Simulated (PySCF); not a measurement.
# Solver options tried on O2 (triplet)

The same problem is solved with other solver options, one edit a run.

The runs use PySCF 2.14.0; method and basis as typed in the scripts.

### Step 1. Starting geometry

O2 (triplet): 2 atoms, charge 0, spin multiplicity 3.

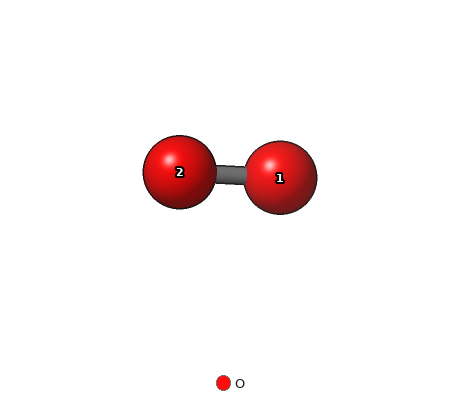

As it starts; oxygen red; atoms are numbered from 1 in the order of the file.

### Step 2. The base run

input.py

```python
from pyscf import gto, dft

mol = gto.M(
    atom='O 0 0 0; O 0 0 1.08',
    basis='sto-3g',
    charge=0,
    spin=2,
    verbose=4,
)
mf = dft.UKS(mol, xc='bp86')
mf = mf.density_fit(auxbasis='def2-universal-jkfit')
mf.kernel()
mf.dip_moment()
print('orbital energies (hartree):', [e[max(0, n-3):n+3].round(4) for e, n in zip(mf.mo_energy, mol.nelec)])
```

Run with:

```sh
$ OMP_NUM_THREADS=1 python input.py
```

The log of this run is left out.

Base result: E(SCF) = -148.190563 Eh, 5 cycles, ⟨S²⟩ = 2.000, μ = 0.00 D.

The bond length is a typed value, not an optimised one. The triplet is typed in the script; nothing here shows that it is the ground state.

### Step 3. Damping 0.95

Variant 1 changes damping: none → 0.95.

Edit input.py of step 2 so:

```diff
@@ -11,2 +11,4 @@
 mf = mf.density_fit(auxbasis='def2-universal-jkfit')
+mf.damp = 0.95
+mf.diis_start_cycle = 8
 mf.kernel()
```

Run with:

```sh
$ OMP_NUM_THREADS=1 python input.py
```

The program printed:

```text
PySCF version 2.14.0

[INPUT] verbose = 4
[INPUT] num. atoms = 2
[INPUT] num. electrons = 16
[INPUT] charge = 0
[INPUT] spin (= nelec alpha-beta = 2S) = 2
[INPUT] symmetry False subgroup None
[INPUT] Mole.unit = angstrom
[INPUT] Symbol           X                Y                Z      unit          X                Y                Z       unit  Magmom
[INPUT]  1 O      0.000000000000   0.000000000000   0.000000000000 AA    0.000000000000   0.000000000000   0.000000000000 Bohr   0.0
[INPUT]  2 O      0.000000000000   0.000000000000   1.080000000000 AA    0.000000000000   0.000000000000   2.040904214530 Bohr   0.0

nuclear repulsion = 31.358649536
number of shells = 6
number of NR pGTOs = 30
number of NR cGTOs = 10
basis = sto-3g
ecp = {}

******** <class 'pyscf.df.df_jk.DFUKS'> ********
method = DFUKS
initial guess = minao
damping factor = 0.95
level_shift factor = 0
DIIS = <class 'pyscf.scf.diis.CDIIS'>
diis_start_cycle = 8
diis_space = 8
diis_damp = 0
SCF conv_tol = 1e-09
SCF conv_tol_grad = None
SCF max_cycles = 50
direct_scf = False
number electrons alpha = 9  beta = 7
XC library pyscf.dft.libxc version 7.0.0
    S. Lehtola, C. Steigemann, M. J.T. Oliveira, and M. A.L. Marques.,  SoftwareX 7, 1–5 (2018)
XC functionals = bp86
    A. D. Becke.,  Phys. Rev. A 38, 3098 (1988)
    J. P. Perdew.,  Phys. Rev. B 33, 8822 (1986)
radial grids:
    Treutler-Ahlrichs [JCP 102, 346 (1995); DOI:10.1063/1.469408] (M4) radial grids

becke partition: Becke, JCP 88, 2547 (1988); DOI:10.1063/1.454033
pruning grids: <function nwchem_prune>
grids dens level: 3
symmetrized grids: False
atomic radii adjust function: <function treutler_atomic_radii_adjust>
small_rho_cutoff = 0
Set gradient conv threshold to 3.16228e-05
tot grids = 28168
init E= -148.861528051478
[... the frontier-level lines of each cycle are left out ...]

cycle= 1 E= -148.185012295448  delta_E= 0.677  |g|= 0.0927  |ddm|= 1.77
cycle= 2 E= -148.185586404868  delta_E= -0.000574  |g|= 0.0878  |ddm|= 0.0112
cycle= 3 E= -148.186104024239  delta_E= -0.000518  |g|= 0.0832  |ddm|= 0.0107
cycle= 4 E= -148.186569256406  delta_E= -0.000465  |g|= 0.0787  |ddm|= 0.0102
cycle= 5 E= -148.186988362566  delta_E= -0.000419  |g|= 0.0745  |ddm|= 0.00969
cycle= 6 E= -148.187365031038  delta_E= -0.000377  |g|= 0.0705  |ddm|= 0.00922
cycle= 7 E= -148.187704075734  delta_E= -0.000339  |g|= 0.0666  |ddm|= 0.00876
cycle= 8 E= -148.190483902188  delta_E= -0.00278  |g|= 0.0108  |ddm|= 0.179
cycle= 9 E= -148.19056098785  delta_E= -7.71e-05  |g|= 0.00185  |ddm|= 0.0303
cycle= 10 E= -148.190563306809  delta_E= -2.32e-06  |g|= 7.1e-06  |ddm|= 0.00442
cycle= 11 E= -148.190563306854  delta_E= -4.51e-11  |g|= 3.54e-08  |ddm|= 2.18e-05
Extra cycle  E= -148.190563306854  delta_E= -8.53e-14  |g|= 5.96e-09  |ddm|= 9.75e-08
converged SCF energy = -148.190563306854  <S^2> = 2.0003921  2S+1 = 3.0002614
Dipole moment(X, Y, Z, Debye): -0.00000,  0.00000,  0.00000
orbital energies (hartree): [array([-0.3575, -0.0579, -0.0579,  0.5575]), array([-0.3554, -0.3554, -0.3227,  0.0328,  0.0328,  0.6069])]
```

It took 0.94 s on 1 thread of Arm Neoverse V2, shared host.

Outcome: E(SCF) = -148.190563 Eh (no change), 11 cycles, ⟨S²⟩ = 2.000, μ = 0.00 D.

The script also starts DIIS later, which adds to the count of cycles.

### Step 4. Point-group symmetry on

Variant 2 changes point-group symmetry: off → on.

Edit input.py of step 2 so:

```diff
@@ -7,2 +7,3 @@
     spin=2,
+    symmetry=True,
     verbose=4,
```

Run with:

```sh
$ OMP_NUM_THREADS=1 python input.py
```

The program printed, cut to the lines that bear on the results:

```text
[lines on the frontier levels of each cycle are left out]
[... 7 set-up lines left out, the same as in an earlier log ...]
[INPUT] symmetry True subgroup None
[... 6 set-up lines left out, the same as in an earlier log ...]
point group symmetry = Dooh
symmetry origin: [0.         0.         1.02045211]
symmetry axis x: [1. 0. 0.]
symmetry axis y: [0. 1. 0.]
symmetry axis z: [0. 0. 1.]
num. orbitals of irrep A1g = 3
num. orbitals of irrep E1gx = 1
num. orbitals of irrep E1gy = 1
num. orbitals of irrep A1u = 3
num. orbitals of irrep E1uy = 1
num. orbitals of irrep E1ux = 1
[... 6 set-up lines left out, the same as in an earlier log ...]
******** <class 'pyscf.df.df_jk.DFSymAdaptedUKS'> ********
method = DFSymAdaptedUKS
[... 1 set-up line left out, the same as in an earlier log ...]
damping factor = 0
[... 2 set-up lines left out, the same as in an earlier log ...]
diis_start_cycle = 1
[... 18 set-up lines left out, the same as in an earlier log ...]
symmetrized grids: True
[... 2 set-up lines left out, the same as in an earlier log ...]
Freeze 0 electrons in irreps []
    16 free electrons in irreps A1g E1gx E1gy A1u E1uy E1ux
[... 2 set-up lines left out, the same as in an earlier log ...]
init E= -148.861528051478

cycle= 1 E= -148.185012295448  delta_E= 0.677  |g|= 0.0927  |ddm|= 1.77
cycle= 2 E= -148.190410091905  delta_E= -0.0054  |g|= 0.015  |ddm|= 0.248
cycle= 3 E= -148.190563264351  delta_E= -0.000153  |g|= 0.000236  |ddm|= 0.0364
cycle= 4 E= -148.190563306829  delta_E= -4.25e-08  |g|= 5.79e-06  |ddm|= 0.000638
cycle= 5 E= -148.190563306854  delta_E= -2.47e-11  |g|= 7.76e-09  |ddm|= 1.48e-05
Extra cycle  E= -148.190563306854  delta_E= -1.14e-13  |g|= 1.3e-09  |ddm|= 2.13e-08
converged SCF energy = -148.190563306854  <S^2> = 2.0003921  2S+1 = 3.0002614
Dipole moment(X, Y, Z, Debye):  0.00000,  0.00000, -0.00000
orbital energies (hartree): [array([-0.3575, -0.0579, -0.0579,  0.5575]), array([-0.3554, -0.3554, -0.3227,  0.0328,  0.0328,  0.6069])]
```

It took 0.76 s on 1 thread of Arm Neoverse V2, shared host.

This run: E(SCF) = -148.190563 Eh (no change), 5 cycles, ⟨S²⟩ = 2.000, μ = 0.00 D.

### Step 5. Damping 0.2

Variant 3 changes damping: none → 0.2.

Edit input.py of step 2 so:

```diff
@@ -11,2 +11,4 @@
 mf = mf.density_fit(auxbasis='def2-universal-jkfit')
+mf.damp = 0.2
+mf.diis_start_cycle = 8
 mf.kernel()
```

Run with:

```sh
$ OMP_NUM_THREADS=1 python input.py
```

The program printed:

```text
[... 23 set-up lines left out, the same as in an earlier log ...]
damping factor = 0.2
[... 26 set-up lines left out, the same as in an earlier log ...]
init E= -148.861528051478
[... the frontier-level lines of each cycle are left out ...]


cycle= 1 E= -148.185012295448  delta_E= 0.677  |g|= 0.0927  |ddm|= 1.77
cycle= 2 E= -148.190514882163  delta_E= -0.0055  |g|= 0.00878  |ddm|= 0.195
cycle= 3 E= -148.190562480973  delta_E= -4.76e-05  |g|= 0.0011  |ddm|= 0.0182
cycle= 4 E= -148.190563265246  delta_E= -7.84e-07  |g|= 0.000232  |ddm|= 0.00225
cycle= 5 E= -148.190563304347  delta_E= -3.91e-08  |g|= 5.53e-05  |ddm|= 0.000497
cycle= 6 E= -148.190563306701  delta_E= -2.35e-09  |g|= 1.35e-05  |ddm|= 0.000122
cycle= 7 E= -148.190563306845  delta_E= -1.44e-10  |g|= 3.3e-06  |ddm|= 3.02e-05
Extra cycle  E= -148.190563306854  delta_E= -9.46e-12  |g|= 1.92e-07  |ddm|= 9.33e-06
converged SCF energy = -148.190563306854  <S^2> = 2.0003921  2S+1 = 3.0002614
Dipole moment(X, Y, Z, Debye):  0.00000,  0.00000,  0.00000
orbital energies (hartree): [array([-0.3575, -0.0579, -0.0579,  0.5575]), array([-0.3554, -0.3554, -0.3227,  0.0328,  0.0328,  0.6069])]
```

Wall time 0.81 s (1 thread of Arm Neoverse V2, shared host).

This run: E(SCF) = -148.190563 Eh (no change), 7 cycles, ⟨S²⟩ = 2.000, μ = 0.00 D.

The script also starts DIIS later, which adds to the count of cycles.

### Step 6. Comparison

```csv
run,E(SCF) (hartree),from base (eV),cycles,"gap, α spin (eV)"
base,-148.190563,0,5,16.75
damping 0.95,-148.190563,0.0000,11,16.75
point-group symmetry on,-148.190563,0.0000,5,16.75
damping 0.2,-148.190563,0.0000,7,16.75
```

Wall time on 1 thread of Arm Neoverse V2, shared host, start-up included: base 0.77 s; damping 0.95 0.94 s; point-group symmetry on 0.76 s; damping 0.2 0.81 s.

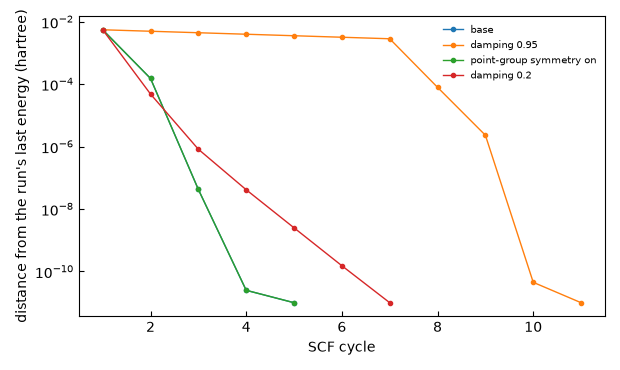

How each run approaches its own final energy.

**Reading.** The SCF energy stays the same, to the digits that matter, with damping 0.95 or point-group symmetry on or damping 0.2. The base needs 5 cycles and the run with damping 0.95 needs 11.
